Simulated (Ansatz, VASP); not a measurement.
# TiGe: VASP beside Ansatz, part 2 of 2

Aim: how closely do two programs agree when they are given the same cell, functional and k mesh? The cell is invented: As first built, before any earlier steps moved the atoms: it takes the ZrC structure with all of its atoms replaced by other elements, volume scaled by an estimate. It may not be a known or stable phase. The cell comes out of the VASP series on this material, whose earlier steps may have relaxed, scaled or displaced it; both programs get it as it stands.

VASP 6.6.1 and Ansatz 0.2.0.

So far. Step 2 (VASP: band structure, LDA): The run ends at a pressure of -7.61 GPa.

### 6. VASP: band structure, PBE, spin-orbit coupling

Level of this step: PBE, spin-orbit coupling; plane waves and PAW (Ge_d, Ti_sv); invented cell (VASP).

The same cell, functional, mesh and smearing now go to VASP, with its own data sets and cutoff.

File INCAR:

```
SYSTEM = TiGe
PREC = Accurate
ENCUT = 410
EDIFF = 1E-06
NELM = 100
ISMEAR = 0
SIGMA = 0.02
LREAL = .FALSE.
ALGO = Normal
GGA = PE
LNONCOLLINEAR = .TRUE.
MAGMOM = 0 0 0 0 0 0
NBANDS = 38
GGA_COMPAT = .FALSE.
LASPH = .TRUE.
LSORBIT = .TRUE.
LMAXMIX = 4
LORBIT = 11
LWAVE = .FALSE.
LCHARG = .FALSE.
KPAR = 4
```

File POSCAR:

```
TiGe
1.0
    0.0000000000      2.5925336083      2.5925336083
    2.5925336083      0.0000000000      2.5925336083
    2.5925336083      2.5925336083      0.0000000000
Ge Ti
1 1
Direct
    0.0000000000      0.0000000000      0.0000000000
    0.5000000000      0.5000000000      0.5000000000
```

File KPOINTS:

```
Automatic mesh
0
Gamma
5 5 5
0 0 0
```

File KPOINTS_OPT:

```
Line mode
16
Line-mode
Reciprocal
  0.00000000   0.00000000   0.00000000 GAMMA
  0.50000000   0.00000000   0.50000000 X

  0.50000000   0.00000000   0.50000000 X
  0.50000000   0.25000000   0.75000000 W

  0.50000000   0.25000000   0.75000000 W
  0.37500000   0.37500000   0.75000000 K

  0.37500000   0.37500000   0.75000000 K
  0.00000000   0.00000000   0.00000000 GAMMA

  0.00000000   0.00000000   0.00000000 GAMMA
  0.50000000   0.50000000   0.50000000 L

  0.50000000   0.50000000   0.50000000 L
  0.62500000   0.25000000   0.62500000 U

  0.62500000   0.25000000   0.62500000 U
  0.50000000   0.25000000   0.75000000 W

  0.50000000   0.25000000   0.75000000 W
  0.50000000   0.50000000   0.50000000 L

  0.50000000   0.50000000   0.50000000 L
  0.37500000   0.37500000   0.75000000 K

  0.62500000   0.25000000   0.62500000 U
  0.50000000   0.00000000   0.50000000 X
```

The projector-augmented-wave data sets are Ge_d and Ti_sv (PBE family, release 64).

On the command line:

```bash
$ mpirun -np 4 vasp_ncl
```

Numbers of over 12 decimals in the logs are rounded to 6 here.

The log of the run:

```text
[banner, memory and clock lines left out]
running    4 mpi-ranks, on    1 nodes
[...]
LDA part: xc-table for (Slater+PW92), standard interpolation
 POSCAR, INCAR and KPOINTS ok, starting setup
[...]
entering main loop
       N       E                     dE             d eps       ncg     rms          rms(c)
DAV:   1     0.271360932850E+03    0.27136E+03   -0.10885E+04   956   0.277E+03
DAV:   2     0.321282057217E+02   -0.23923E+03   -0.22996E+03   768   0.694E+02
DAV:   3    -0.112308520151E+02   -0.43359E+02   -0.42625E+02   972   0.187E+02
DAV:   4    -0.154314832499E+02   -0.42006E+01   -0.41320E+01  1098   0.555E+01
[...]
DAV:  12    -0.132874661084E+02    0.88738E-05   -0.20045E-05  1062   0.657E-02    0.282E-02
DAV:  13    -0.132874601790E+02    0.59293E-05   -0.10716E-05   796   0.376E-02    0.389E-03
DAV:  14    -0.132874603251E+02   -0.14604E-06   -0.12188E-06   686   0.987E-03
   1 F= -.13287460E+02 E0= -.13287190E+02  d E =-.541622E-03  mag=    -0.0000    -0.0000    -0.0000
 Start KPOINTS_OPT (optional k-point list driver)
k-point batch [1-10\160]
       N       E                     dE             ncg
DAV:   1    -0.106771343488E+04   -0.25599E+04      964
DAV:   2    -0.334034524625E+04   -0.22726E+04      760
DAV:   3    -0.373035862950E+04   -0.39001E+03     1022
DAV:   4    -0.377112643582E+04   -0.40768E+02     1026
DAV:   5    -0.377314884957E+04   -0.20224E+01     1066
DAV:   6    -0.377318746679E+04   -0.38617E-01      976
DAV:   7    -0.377318867683E+04   -0.12100E-02     1074
DAV:   8    -0.377318870500E+04   -0.28175E-04      952
DAV:   9    -0.377318870581E+04   -0.81145E-06      678
[...]
k-point batch [151-160\160]
       N       E                     dE             ncg
DAV:   1    -0.106519625203E+04   -0.10075E+05      978
DAV:   2    -0.335553628290E+04   -0.22903E+04      760
DAV:   3    -0.377428453298E+04   -0.41875E+03      932
DAV:   4    -0.380541368313E+04   -0.31129E+02     1048
[...]
DAV:   8    -0.380769901656E+04   -0.24325E-04      864
DAV:   9    -0.380769901764E+04   -0.10784E-05      710
DAV:  10    -0.380769901770E+04   -0.61365E-07      560
```

Parts of OUTCAR (step 6):

```text
  Total        0.0145017      0.0145017      0.0145017      0.0000000     -0.0000000     -0.0000000
  in kB        0.6666937      0.6666937      0.6666937      0.0000000     -0.0000000     -0.0000000
  external PRESSURE =       0.6666937 kB  Pullay stress =       0.0000000 kB

 POSITION                                       TOTAL-FORCE (eV/Angst)
 -----------------------------------------------------------------------------------
      0.00000      0.00000      0.00000        -0.000000     -0.000000     -0.000000
      2.59253      2.59253      2.59253         0.000000      0.000000      0.000000
 -----------------------------------------------------------------------------------
    total drift:                               -0.000000     -0.000000     -0.000000

  FREE ENERGIE OF THE ION-ELECTRON SYSTEM (eV)
  ---------------------------------------------------
  free  energy   TOTEN  =       -13.2874603251 eV

  energy  without entropy=      -13.2869187031  energy(sigma->0) =      -13.28718951

 magnetization (x)
# of ion       s       p       d       tot
------------------------------------------
    1       -0.000   0.000   0.000  -0.000
    2        0.000  -0.000   0.000   0.000
--------------------------------------------------
tot         -0.000  -0.000   0.000  -0.000

 magnetization (y)
# of ion       s       p       d       tot
------------------------------------------
    1       -0.000   0.000  -0.000  -0.000
    2       -0.000  -0.000   0.000  -0.000
--------------------------------------------------
tot         -0.000  -0.000  -0.000  -0.000

 magnetization (z)
# of ion       s       p       d       tot
------------------------------------------
    1        0.000   0.000   0.000   0.000
    2       -0.000   0.000  -0.000  -0.000
--------------------------------------------------
tot          0.000   0.000  -0.000  -0.000

[... 1 part as in an earlier step ...]

[... 2 further parts left out ...]
[key lines of the parts left out:]
E-fermi :   7.6547
```

The run ends at a pressure of 0.07 GPa.

### 7. Side by side

What differs besides the data sets and the points named for the pairs above, as far as they apply: spin-orbit coupling enters by fully relativistic files in Ansatz and inside the spheres in VASP. Total energies have different zeros and are not compared.

Both answers:

```tsv
quantity	Ansatz	VASP	difference
pressure (GPa)	0.39	0.07	+0.33
```

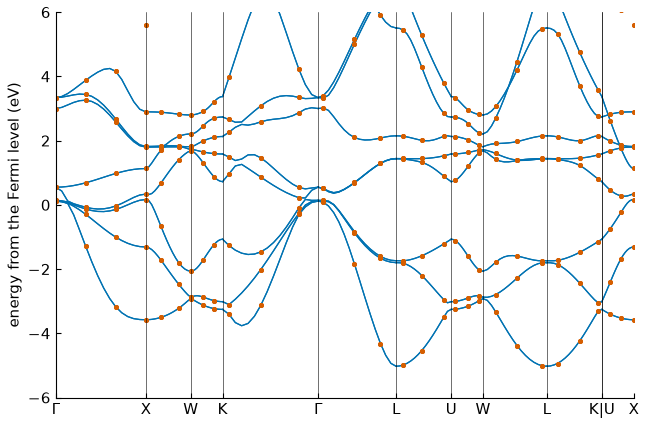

Bands from VASP (lines) and levels from Ansatz (dots). Dots without a line are higher empty bands that the VASP plot leaves out.

Levels from 3 eV below to 2 eV above the Fermi level differ by 3 meV r.m.s. and 6 meV at most; each VASP level is matched to the nearest of Ansatz, which flatters the figure a little.

### 8. What came out

| Property | Result |
| --- | --- |
| r.m.s. difference of levels near the Fermi level (band structure, LDA) | 4.7 meV |
| r.m.s. difference of levels near the Fermi level (band structure, PBE, spin-orbit coupling) | 3.3 meV |

**Reading.** The r.m.s. difference of levels near the Fermi level is 4.7 meV (band structure, LDA), within the 80 meV picked in this series as the mark of a large difference. Differences of this kind measure data sets and numerical settings, not the functional's error against experiment.

[Lines on the potential files, build, host, timing and source positions are cut from VASP's logs without a mark.]

[Logs are printed without paths, hosts, clocks, repeated set-up lines and the standing remarks that a program may print on its own settings, such as how far it seeks lower states.]

[Hosts, paths, dates, database ids (printed as entryN), source tags and the programs' standing remarks are cut or masked in the printed files.]
